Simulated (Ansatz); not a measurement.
**SnO (model cell, started as CsCl type): a soft mode frozen in**

Wanted: the energy along a soft mode of SnO (model cell, started as CsCl type) and the structure at the end.

Program: Ansatz 0.2.0. Level of theory: DFT PBEsol, scalar-relativistic, plane waves, PAW. Results are calculated unless marked as measured.

The structure was built from a prototype and need not be the compound's stable phase.

## (1) The starting structure

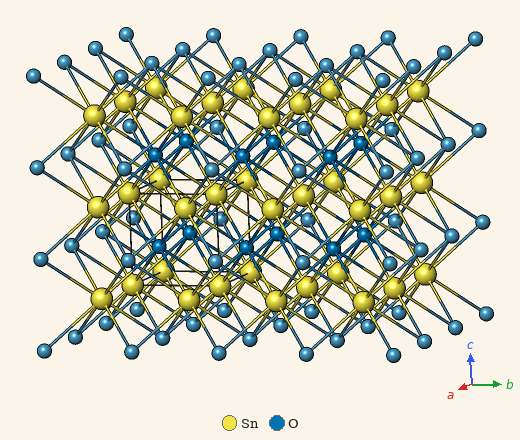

The starting structure, seen slightly off an axis (tin yellow, oxygen blue). 2×3×2 cells are drawn. Some periodic images of atoms are drawn too.

## (2) The dispersion

The cell comes from relaxations at this level that are not shown. Stability and thermal properties need the whole zone. Linear response on a 4×4×4 q mesh gives force constants as far as a supercell of that size would.

input.yaml

```yaml
crystal:
  lattice:
    - [3.0805550157, 0.0, 0.0]
    - [0.0, 3.0805550157, 0.0]
    - [0.0, 0.0, 3.0805550157]
  atoms:
    - { symbol: Sn, position: [0.0, 0.0, 0.0] }
    - { symbol: O, position: [0.5, 0.5, 0.5] }
kpoints:
  mp_grid: { grid: [12, 12, 12] }
hamiltonian:
  xc: pbesol
scf:
  occupations: { method: methfessel_paxton, width: 0.15 }
output:
  eigenvalues: true
phonons:
  method: dfpt
  qmesh: [4, 4, 4]
  temperatures: { t_max: 1000, t_step: 50 }
  qpath:
    path:
      - [[0.0, 0.0, 0.0], [0.0, 0.5, 0.0], [0.5, 0.5, 0.0], [0.0, 0.0, 0.0], [0.5, 0.5, 0.5], [0.0, 0.5, 0.0]]
      - [[0.5, 0.5, 0.5], [0.5, 0.5, 0.0]]
    npoints: 10
```

Command:

```console
$ ansatz run input.yaml --threads 4 --pin off --max-ram 7168MiB --backend cpu --events-out ev --progress --plain --runs-dir out
```

Numbers of over 12 decimals in the logs are rounded to 6 here.

The log of the run:

```text
Engine: ansatz 0.2.0, aarch64-unknown-linux-gnu
Pseudopotentials: kind: paw
Pseudopotential: Sn, paw, valence charge 14, recommended cutoff 420 eV (normal), Sn.paw.azcp
Pseudopotential: O, paw, valence charge 6, recommended cutoff 420 eV (normal), O.paw.azcp
Functional definition: PBEsol
  exchange = pbesol_x
  correlation = pbesol_c
Crystal: 2 atoms, lattice volume = 29.234 Å³
Basis set: ecut = 420 eV, 587 PW (Γ), exchange–correlation on 48×48×48 points (8 copies of the dense FFT grid, shifted against one another)
Bands: 14, of which v1, the nominal top of the filled ones, is band 10 counted from 1 (9 counted from 0)
Symmetry: 48 space group operations
k-points: 84 of 1728
Non-local potential: Sn, projectors of the file, l = 0: 2, l = 1: 2, l = 2: 2, l = 3: 2
Non-local potential: O, projectors of the file, l = 0: 2, l = 1: 2, l = 2: 1
PAW form: soft (Blöchl's): semilocal exchange-correlation on the pseudo side does not see the compensation charge
PAW frozen core: Sn, regenerated for the run's functional, and the local potential with it (the file was generated under x = pbe(κ = 0.804, μ = 0.219515), c = pbe(β = 0.066725))
PAW frozen core: O, regenerated for the run's functional, and the local potential with it (the file was generated under x = pbe(κ = 0.804, μ = 0.219515), c = pbe(β = 0.066725))
PAW one-centre angular grid: Sn, 590 points (default); XC on 64 Gauss nodes
PAW one-centre angular grid: O, 110 points (default); XC on 64 Gauss nodes
Initial density: superposition of atomic densities (neutral atoms: chi_scale 0, normalization atom), corrected by the library's trained network
Initial wavefunctions: pseudopotential atomic-orbital guess
Functional: x = pbesol(κ = 0.804, μ = 0.123457), c = pbesol(β = 0.046)
SCF iter   1: F=—  HF=-6509.226150 eV  |F-HF|=—  |Δ(HF+E_count)|=         —  Δρ=1.13e-2  dr2=3.01e-2  ethr=1.77e-3  ⟨swp⟩=5.1  Hψ=5942  notcnv=0
preconditioner: auto → none  [insulator: Δε(μ)=0.265 eV  Ē_g=20.016 eV  σ=0.150 eV  W_gap=0.65  n_scr=6 (ndim 8)  ℏωp=30.7 eV  f_vac=0.000  D(μ)=0.16/eV (n_scr^D=0)  ε∞_Penn≈3.4]
SCF iter   2: F=—  HF=-6509.218242 eV  |F-HF|=—  |Δ(HF+E_count)|=   7.91e-3  S|Δr|=    0.00e0  Δρ=3.69e-3  dr2=4.11e-3  ethr=1.50e-4  ⟨swp⟩=1.6  Hψ=2008  notcnv=0
SCF iter   3: F=—  HF=-6509.217512 eV  |F-HF|=—  |Δ(HF+E_count)|=   7.30e-4  S|Δr|=    0.00e0  Δρ=5.21e-4  dr2=8.05e-5  ethr=2.06e-5  ⟨swp⟩=2.0  Hψ=1329  notcnv=0
SCF iter   4: F=—  HF=-6509.217506 eV  |F-HF|=—  |Δ(HF+E_count)|=   5.81e-6  S|Δr|=    0.00e0  Δρ=1.10e-4  dr2=2.49e-6  ethr=4.02e-7  ⟨swp⟩=1.7  Hψ=1301  notcnv=0
SCF iter   5: F=—  HF=-6509.217506 eV  |F-HF|=—  |Δ(HF+E_count)|=   2.40e-7  S|Δr|=    0.00e0  Δρ=1.05e-5  dr2=1.04e-8  ethr=1.24e-8  ⟨swp⟩=2.3  Hψ=1503  notcnv=0
SCF iter   6: F=—  HF=-6509.217506 eV  |F-HF|=—  |Δ(HF+E_count)|=   2.06e-8  S|Δr|=    0.00e0  Δρ=5.07e-7  dr2=4.83e-11  ethr=5.19e-11  ⟨swp⟩=2.0  Hψ=2006  notcnv=0
SCF iter   7: F=-6509.217506 eV  HF=-6509.217506 eV  |F-HF|=0.00e0  |Δ(HF+E_count)|=  2.64e-11  S|Δr|=    0.00e0  Δρ=1.19e-7  dr2=2.80e-12  ethr=1.00e-12  ⟨swp⟩=5.2  Hψ=4876  notcnv=0
SCF 1 converged in 7 iterations: F = -6509.217506 eV  dr2 = 2.80e-12
  greatest PAW one-centre occupation: 0.993 electrons in one spin orbital (limit 2), on the Sn atom at site 0 (counted from 0), in its partial waves of l = 2
Initial density: read from a saved state, or passed on in memory by an earlier SCF of this step, an earlier step, the calling program or the single point that the run made first
iter 1 solved again at ethr=7.25e-8 eV; its pass at ethr=3.10e-3 eV (dr2=1.45e-5 eV) is discarded
SCF iter   1: F=—  HF=-6509.217508 eV  |F-HF|=—  |Δ(HF+E_count)|=         —  Δρ=8.01e-7  dr2=1.56e-10  ethr=7.25e-8  ⟨swp⟩=3.0  Hψ=8851  notcnv=0
eigensolver tolerance schedule: the retry pair's looser diagonalisation over-reported the residual by 92925.45 of it (diagonalisation noise at an unbounded share of the residual, at the tolerance the schedule requests for it); recorded, not acted on — ethr = c·dr2/N_el stays at c = 1.0e-1
preconditioner: auto → none  [metal: Δε(μ)=0.082 eV  Ē_g=20.083 eV  σ=0.150 eV  W_gap=0.42  n_scr=6 (ndim 8)  ℏωp=30.7 eV  f_vac=0.000  D(μ)=0.16/eV (n_scr^D=0)]
SCF iter   2: F=—  HF=-6509.217506 eV  |F-HF|=—  |Δ(HF+E_count)|=   2.26e-6  S|Δr|=    0.00e0  Δρ=4.76e-7  dr2=5.27e-11  ethr=1.00e-12  ⟨swp⟩=3.0  Hψ=2452  notcnv=0
SCF iter   3: F=—  HF=-6509.217506 eV  |F-HF|=—  |Δ(HF+E_count)|=  7.28e-12  S|Δr|=    0.00e0  Δρ=2.62e-7  dr2=1.63e-11  ethr=1.00e-12  ⟨swp⟩=1.0  Hψ=1176  notcnv=0
SCF iter   4: F=-6509.217506 eV  HF=-6509.217506 eV  |F-HF|=7.28e-12  |Δ(HF+E_count)|=  5.46e-12  S|Δr|=    0.00e0  Δρ=1.76e-7  dr2=7.47e-12  ethr=1.00e-12  ⟨swp⟩=2.9  Hψ=3372  notcnv=0
SCF 2 converged in 4 iterations: F = -6509.217506 eV  dr2 = 7.47e-12
phonons: the bands overlap, so this run is a metal and interpolates without the dipole-dipole term. If the crystal is really an insulator or semiconductor, its LO-TO splitting is missing
NSCF: frozen V_eff on 84 k-points
NSCF: frozen V_eff on 196 k-points
DFPT response loops at q = (0, 0, 0) (fractional): preconditioner auto → Kerker (q_TF=auto, 2.561 Å⁻¹) (partly filled bands, converged f_vac=0.000); β = 1.00, the filter's whole step (`scf.mixing.beta` (0.50) is not read by the response loops under this deck's `scf.mixing.preconditioner`; to damp them name `kerker` or `kerker_dos`, under which they read `scf.mixing.beta`, and type it under 1.00, their step now; both keys bind the ground state too); Broyden in place of MSR1
NSCF: frozen V_eff on 1176 k-points
DFPT response loops at q = (0, 0, 0.25) (fractional): mixed as the last ones told, above
NSCF: frozen V_eff on 686 k-points
DFPT response loops at q = (0, 0, -0.5) (fractional): mixed as the last ones told, above
NSCF: frozen V_eff on 2016 k-points
DFPT response loops at q = (0, 0.25, 0.25) (fractional): mixed as the last ones told, above
NSCF: frozen V_eff on 1176 k-points
DFPT response loops at q = (0, 0.25, -0.5) (fractional): mixed as the last ones told, above
NSCF: frozen V_eff on 686 k-points
DFPT response loops at q = (0, -0.5, -0.5) (fractional): mixed as the last ones told, above
NSCF: frozen V_eff on 1872 k-points
DFPT response loops at q = (0.25, 0.25, 0.25) (fractional): mixed as the last ones told, above
NSCF: frozen V_eff on 2016 k-points
DFPT response loops at q = (0.25, 0.25, -0.5) (fractional): mixed as the last ones told, above
NSCF: frozen V_eff on 1176 k-points
DFPT response loops at q = (0.25, -0.5, -0.5) (fractional): mixed as the last ones told, above
NSCF: frozen V_eff on 392 k-points
DFPT response loops at q = (-0.5, -0.5, -0.5) (fractional): mixed as the last ones told, above
SCF converged after 7 iterations
Stability not checked: this state was not tested for a lower state beside it, because cold or Methfessel-Paxton smearing, or corrected tetrahedra, fill the levels in a way that the test cannot read (fill_not_monotonic; see scf.lower_state_search)
Free energy (F): -6509.217506 eV
Harris-Foulkes:  -6509.217506 eV  (|F-HF|=0.00e0)
Internal energy: -6509.217356 eV  (E = F + TS)
E sigma→0 (E₀):  -6509.217468 eV
Entropy (-TS):   -0.000149 eV (-0.075 meV/atom)
Fermi energy:    12.041925 eV
--- Per-component energies (eV) ---
  E_band       = -40.470142
  E_kinetic    = 358.626053
  E_local      = -890.229815  (includes V_loc(G=0)·N_el)
  E_nonlocal   = 17.175187
  E_hartree    = 524.160831
  E_xc         = -453.568530
  E_vxc        = -191.863827  (∫ρ·V_xc dr)
  E_paw        = -4212.367725  (= ΣΔE_a)
  E_vpaw       = -382.501788  (= ΣTr[D̂ρ^β])
  E_aug_tail   = 0.002315  (compensation charges beyond the density's cutoff)
  E_ewald      = -1853.335800
  E_core_change = 0.320128  (= ΣΔE_core)
  E_smearing   = -0.000149  (= −TS)
  E_closure    = -0.000000  (closes the sum)
  Σ components = -6509.217506   (vs F -6509.217506, Δ=0.00e0)
--- Band table (eV; the first three rows and the last of 84) ---
  k-point 0: bands = [... 6 lower, 4.4632, 9.2804, 9.2804, 9.2804, 19.9630, 19.9630, 20.2366, 20.2366]
  k-point 1: bands = [... 6 lower, 4.3587, 9.3107, 9.3291, 9.3291, 18.5207, 20.0460, 20.1909, 20.1909]
  k-point 2: bands = [... 6 lower, 4.0677, 9.4197, 9.4644, 9.4644, 16.9667, 20.0508, 20.0508, 20.2959]
  k-point 83: bands = [... 6 lower, 8.4427, 8.4427, 8.4427, 10.8772, 11.8214, 11.8214, 11.8214, 24.4953]
--- Phonons (Γ-DFPT): 2 representative perturbations + reference (Σ response iterations 7) ---
  ASR residual: 1.046e-4 → 0.000e0 eV/Å²; symmetrization residual: 3.010e-6 eV/Å²
  ASR residual per site (eV/Å²): 1.05e-4 7.05e-5
  Γ frequencies (cm⁻¹): -268.74 -268.74 -268.74 0.00 0.00 0.00
--- Phonons (arbitrary-q DFPT): 10 irreducible q on the 4×4×4 mesh ---
  q = [0.0000, 0.0000, 0.0000] (star 1, of the zone-centre solve; hermiticity 1.61e-6, symmetrization 5.22e-12): -268.74 -268.74 -268.74 -0.00 0.00 0.00
  q = [0.0000, 0.0000, 0.2500] (star 6, 4 solved perturbations in 1848 linear systems a pass and spin channel, the states on 588 of 1728 k-point pairs; hermiticity 3.61e-7, symmetrization 7.39e-13): -187.53 -187.53 -25.58 -25.58 130.41 268.00
  q = [0.0000, 0.0000, -0.5000] (star 3, 4 solved perturbations in 1078 linear systems a pass and spin channel, the states on 343 of 1728 k-point pairs; hermiticity 1.11e-14, symmetrization 2.55e-12): -96.45 -96.45 44.28 44.28 187.81 322.92
  q = [0.0000, 0.2500, 0.2500] (star 12, 4 solved perturbations in 3108 linear systems a pass and spin channel, the states on 1008 of 1728 k-point pairs; hermiticity 7.98e-7, symmetrization 3.70e-14): -264.84 -166.41 -57.28 105.38 118.78 255.00
  q = [0.0000, 0.2500, -0.5000] (star 12, 6 solved perturbations on 588 of 1728 k-point pairs; hermiticity 1.24e-7, symmetrization 2.19e-14): -153.44 -108.62 -104.74 -83.03 168.23 173.97
  q = [0.0000, -0.5000, -0.5000] (star 3, 4 solved perturbations in 1078 linear systems a pass and spin channel, the states on 343 of 1728 k-point pairs; hermiticity 2.45e-7, symmetrization 1.33e-13): -282.82 -282.82 -166.66 -121.00 146.77 146.77
  q = [0.2500, 0.2500, 0.2500] (star 8, 2 solved perturbations on 936 of 1728 k-point pairs; hermiticity 3.25e-7, symmetrization 4.72e-12): -122.85 -122.85 -95.53 111.46 111.46 158.01
  q = [0.2500, 0.2500, -0.5000] (star 12, 4 solved perturbations in 3108 linear systems a pass and spin channel, the states on 1008 of 1728 k-point pairs; hermiticity 4.90e-7, symmetrization 1.50e-12): -221.69 -145.98 44.16 143.47 157.14 203.72
  q = [0.2500, -0.5000, -0.5000] (star 6, 4 solved perturbations in 1848 linear systems a pass and spin channel, the states on 588 of 1728 k-point pairs; hermiticity 2.65e-7, symmetrization 5.24e-13): 28.82 55.53 55.53 162.26 164.28 164.28
  q = [-0.5000, -0.5000, -0.5000] (star 1, 2 solved perturbations on 196 of 1728 k-point pairs; hermiticity 7.05e-14, symmetrization 1.41e-11): 121.49 121.49 121.49 255.08 255.08 255.08
  sum rule: each row above includes the acoustic sum rule's correction from the zone centre's row sums; it moved no ω² by more than (1.09 cm⁻¹)²
  mesh force constants: q→R imaginary residual 3.40e-18; ASR residual 1.046e-4 → 0.000e0 eV/Å²; symmetrization residual 3.109e-15 eV/Å²
  interpolated dispersion: 62 rows × 6 modes
  density of states and harmonic sums: on the 20×20×20 q-mesh, interpolated from the force constants of a 4×4×4 supercell (no non-analytic term)
  largest difference from the sums on the solved wave vectors: F 1.81e-3 eV, S 3.20e-6 and C_V 1.78e-6 eV/K
  zero-point energy: 0.028993 eV/cell   skipped modes (ω ≤ 0): 791, of them read as no rigid motion or as one in doubt: 788 (2.793e0 modes/cell left out, lowest -282.82 cm⁻¹)   left out of the sums: 4.66e-1 of the cell's modes: C_V's classical limit lies that fraction below 3 k_B per atom; for a crystal, a wire or a layer, F and S can be off by more, and a phonons.interpolated_qmesh denser along its periods is the remedy for the sampling
```

The job ended after 2.5 min (4 threads of Arm Neoverse V2, shared host; peak memory 1.3 GiB).

Numbers from this step:

```yaml
volume_per_atom: 14.62 Å³
gap_on_the_k_mesh: 0 eV
sum_rule_residual_before_enforcement: 1.05e-4 eV/Å²
lowest_frequency_on_the_path: -282.8 cm⁻¹
point_group: m-3m
highest_frequency_on_the_path_or_at_a_solved_wavevector: 329.7 cm⁻¹
highest_optical_mode_at_the_zone_centre_no_lo_to_term: -268.7 cm⁻¹
lowest_optical_zone_centre_mode: -268.7 cm⁻¹
lowest_mode_on_the_q_mesh_acoustic_modes_at_gamma_apart: -282.8 cm⁻¹
```

Frequencies (cm⁻¹) solved at each irreducible wavevector; negative means imaginary. Frequencies by wavevector, by row:

```csv
q in reciprocal lattice units,star,mode 1,mode 2,mode 3,mode 4,mode 5,mode 6
0 0 0,1,-268.7,-268.7,-268.7,0,0,0
0 0 0.25,6,-187.5,-187.5,-25.6,-25.6,130.4,268
0 0 -0.5,3,-96.5,-96.5,44.3,44.3,187.8,322.9
0 0.25 0.25,12,-264.8,-166.4,-57.3,105.4,118.8,255
0 0.25 -0.5,12,-153.4,-108.6,-104.7,-83,168.2,174
0 -0.5 -0.5,3,-282.8,-282.8,-166.7,-121,146.8,146.8
0.25 0.25 0.25,8,-122.8,-122.8,-95.5,111.5,111.5,158
0.25 0.25 -0.5,12,-221.7,-146,44.2,143.5,157.1,203.7
0.25 -0.5 -0.5,6,28.8,55.5,55.5,162.3,164.3,164.3
-0.5 -0.5 -0.5,1,121.5,121.5,121.5,255.1,255.1,255.1
```

Interpolated from a 4×4×4 q mesh. The phonon branches at the labelled points (cm⁻¹):

```csv
point,branch 1,branch 2,branch 3,branch 4,branch 5,branch 6
Γ,-269,-269,-269,0,0,0
X,-96,-96,44,44,188,323
M,-283,-283,-167,-121,147,147
Γ,-269,-269,-269,0,0,0
R,122,122,122,255,255,255
X,-96,-96,44,44,188,323
jump to R,122,122,122,255,255,255
M,-283,-283,-167,-121,147,147
```

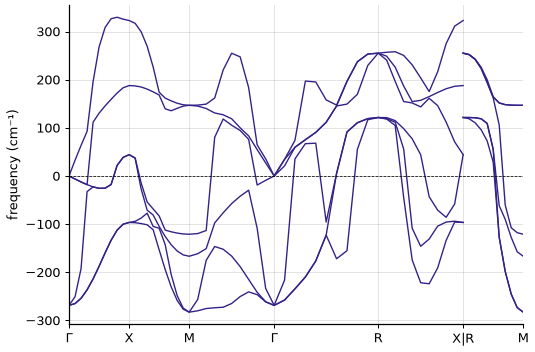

Phonon branches along the path.

Symmetry leaves 10 wavevectors to solve. The lowest mode among them, the acoustic zeros apart, lies at q = (0, -0.5, -0.5) and is imaginary, 282.8i cm⁻¹, so the energy falls along it.

## (3) The mode frozen in, largest atomic shift 0 Å

The mode followed lies at q = (0, -0.5, -0.5) with frequency 282.8i cm⁻¹ and is 2-fold degenerate, the softest among the wavevectors solved. At small amplitude the distorted cell has space group no. 65 by a symmetry search on the positions. The undistorted cell that holds it gives the zero of energy on the same k mesh.

System of this step: SnO (model cell, started as CsCl type). It takes space group Pm-3m (No. 221, cubic). Conventional cell: a = 3.081 Å, b = 3.081 Å, c = 3.081 Å, α = 90.00°, β = 90.00°, γ = 90.00°. Sn has 8 O at 2.67 Å nearest. Nearest to O lie 8 Sn at 2.67 Å. Farther neighbours and most contacts between anions are not listed.

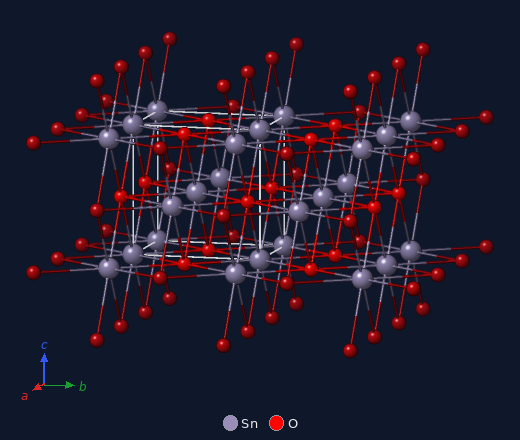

The cell of this step (tin purple, oxygen red). 2×2×1 cells are drawn. Some periodic images of atoms are drawn too.

input.yaml

```yaml
crystal:
  lattice:
    - [-3.0805550157, 0.0, 0.0]
    - [0.0, -3.0805550157, -3.0805550157]
    - [0.0, -3.0805550157, 3.0805550157]
  atoms:
    - { symbol: Sn, position: [0.0, 0.0, 0.0] }
    - { symbol: Sn, position: [0.0, 0.5, 0.5] }
    - { symbol: O, position: [0.5, 0.0, 0.5] }
    - { symbol: O, position: [0.5, 0.5, 0.0] }
kpoints:
  mp_grid: { grid: [12, 8, 8] }
hamiltonian:
  xc: pbesol
scf:
  occupations: { method: methfessel_paxton, width: 0.15 }
output:
  forces: true
  stress: true
  eigenvalues: true
```

The log of the run:

```text
[...]
Crystal: 4 atoms, lattice volume = 58.468 Å³
Basis set: ecut = 420 eV, 1139 PW (Γ), exchange–correlation on 48×60×60 points (8 copies of the dense FFT grid, shifted against one another)
Bands: 24, of which v1, the nominal top of the filled ones, is band 20 counted from 1 (19 counted from 0)
Symmetry: 32 space group operations
[...]
k-points: 105 of 768
[...]
--- Band table (eV; the first three rows and the last of 105) ---
  k-point 0: bands = [... 16 lower, 9.2808, 9.2808, 9.2808, 10.2106, 15.4975, 15.4975, 19.9631, 19.9635]
  k-point 1: bands = [... 16 lower, 9.1465, 9.3351, 9.4959, 10.1992, 15.1952, 15.5550, 18.7861, 19.1293]
  k-point 2: bands = [... 16 lower, 9.4841, 9.7053, 10.0492, 10.1547, 14.5428, 15.7285, 17.7716, 17.8161]
  k-point 104: bands = [... 16 lower, 7.1788, 7.1788, 10.2106, 10.2106, 15.4963, 15.4963, 15.4974, 15.4974]
[key lines of the parts left out:]
SCF converged after 6 iterations
Free energy (F): -13018.434821 eV
Fermi energy:    12.031504 eV
P = ⅓ Tr σ = 0.0187 GPa (0.187 kbar)
```

Wall time 1.6 s (4 threads); peak memory 0.41 GiB; 5.9 s of CPU time.

This step gave:

```yaml
pressure: 0.01870 GPa
energy_from_the_undistorted_cell: 0 meV/atom
```

The run ends at a pressure of 0.02 GPa.

## (4) The mode frozen in, largest atomic shift 0.22 Å

The atoms are moved along the unstable eigenvector, the largest shift by 0.22 Å, with the cell fixed.

input.yaml, the sections that differ from step 3:

```yaml
crystal:
  lattice:
    - [-3.0805550157, 0.0, 0.0]
    - [0.0, -3.0805550157, -3.0805550157]
    - [0.0, -3.0805550157, 3.0805550157]
  atoms:
    - { symbol: Sn, position: [0.0, 0.0026187378, -0.0026187378] }
    - { symbol: Sn, position: [0.0, 0.4973812622, 0.5026187378] }
    - { symbol: O, position: [0.5, 0.0357078512, 0.5357078512] }
    - { symbol: O, position: [0.5, 0.4642921488, -0.0357078512] }
# kpoints, hamiltonian, scf, output: as in step 3
```

The log of the run:

```text
[...]
Crystal: 4 atoms, lattice volume = 58.468 Å³
Basis set: ecut = 420 eV, 1139 PW (Γ), exchange–correlation on 48×60×60 points (8 copies of the dense FFT grid, shifted against one another)
Bands: 24, of which v1, the nominal top of the filled ones, is band 20 counted from 1 (19 counted from 0)
Symmetry: 8 space group operations
[...]
k-points: 147 of 768
[...]
--- Band table (eV; the first three rows and the last of 147) ---
  k-point 0: bands = [... 16 lower, 9.0875, 9.5567, 9.6662, 10.1226, 15.1220, 15.3348, 19.9578, 19.9583]
  k-point 1: bands = [... 16 lower, 9.1382, 9.4870, 9.8717, 10.1119, 14.9700, 15.2994, 18.9346, 19.1917]
  k-point 2: bands = [... 16 lower, 9.2742, 9.5180, 10.0733, 10.5201, 14.4715, 15.4080, 17.9251, 17.9426]
  k-point 146: bands = [... 16 lower, 7.1731, 7.6682, 10.0874, 10.3979, 15.0381, 15.2815, 15.6123, 15.7871]
[key lines of the parts left out:]
SCF converged after 7 iterations
Free energy (F): -13018.571741 eV
Fermi energy:    11.821190 eV
P = ⅓ Tr σ = 0.6342 GPa (6.342 kbar)
```

Elapsed: 2.4 s, on 4 threads; peak memory 0.44 GiB.

Numbers from this step:

| Item | Value |
| --- | --- |
| pressure | 0.6342 GPa |
| energy from the undistorted cell | -34.36 meV/atom |

The energy, extrapolated to zero smearing, is -34.36 meV/atom against the undistorted cell.

The run ends at a pressure of 0.63 GPa, with forces up to 0.50 eV/Å.

## (5) Energy along the mode, all amplitudes (two of the runs are shown above)

An imaginary frequency means negative curvature, so the energy should fall and then rise again as anharmonic terms take over.

This step gave:

```yaml
depth_at_the_lowest_point_sampled: 34.36 meV/atom
largest_atomic_shift_at_that_point: 0.22 Å
```

Table of energy from the parent by largest atomic shift:

```csv
largest atomic shift (Å),energy from the parent (meV/atom)
0.000,0
0.040,-1.97
0.080,-7.38
0.140,-19.2
0.220,-34.4
0.320,-34.1
0.450,40.2
```

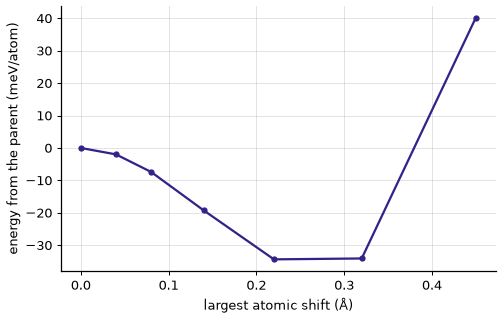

Energy from the parent against largest atomic shift.

Displacement at unit largest shift by atom:

```csv
atom,x (Å),y (Å),z (Å),size
Sn1,0.00,0.00,-0.07,0.07
Sn2,0.00,0.00,0.07,0.07
O3,0.00,-1.00,0.00,1.00
O4,0.00,1.00,0.00,1.00
```

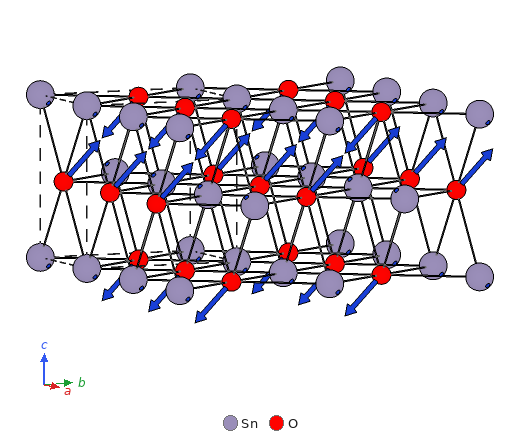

Displacement at unit largest shift as arrows, the longest 1 Å. 3×2×1 cells are drawn. Some periodic images of atoms are drawn too.

The lowest of the steps tried is at 0.22 Å, 34.4 meV/atom below the parent; the bottom of the well need not coincide with a step.

(Continued in part 2 of 3.)

[Logs are printed without paths, hosts, clocks, repeated set-up lines and the standing remarks that a program may print on its own settings, such as how far it seeks lower states.]

[Hosts, paths, dates, database ids (printed as entryN), source tags and the programs' standing remarks are cut or masked in the printed files.]
